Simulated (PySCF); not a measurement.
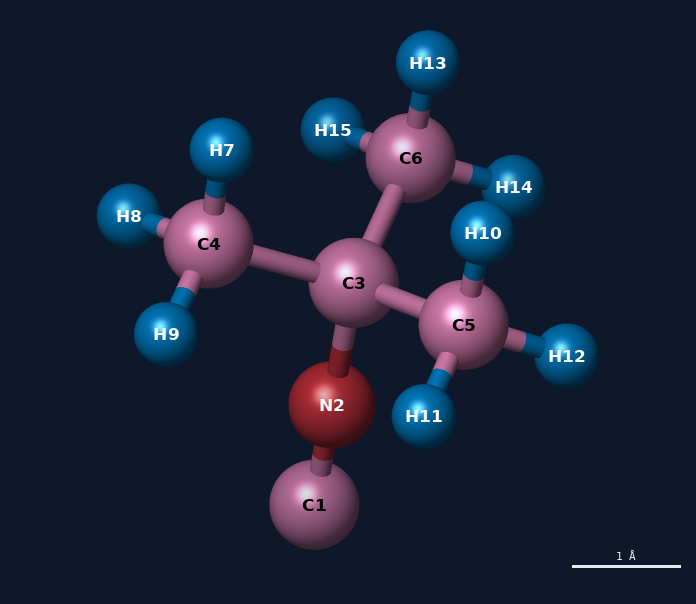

The atoms are numbered. The geometry was computed by an optimisation with PBE0-D3(BJ)/def2-SVP. No frequency run is at hand to confirm it as a minimum.

Give the bond lengths.

```
  bond  length (Å)   order
 C1–N2       1.173  triple
 N2–C3       1.432  single
 C3–C4       1.530  single
 C3–C5       1.530  single
 C3–C6       1.530  single
 C4–H7       1.100  single
 C4–H8       1.099  single
 C4–H9       1.099  single
C5–H10       1.100  single
C5–H11       1.099  single
C5–H12       1.099  single
C6–H13       1.100  single
C6–H14       1.099  single
C6–H15       1.099  single
```
